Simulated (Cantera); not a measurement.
Feed: 1 mol NF3, 2.3 mol H2, held at 36000 Pa.

Method: chemical equilibrium by Gibbs-energy minimisation in Cantera with the NASA 1993 tables (ideal gas, pure condensed phases). Kinetics and transport are ignored.

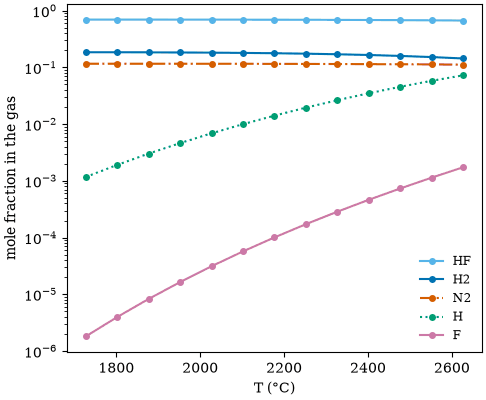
Equilibrium gas composition (values under 1e-9 drawn at 1e-9)

From 1727 °C to 2627 °C nothing is condensed.
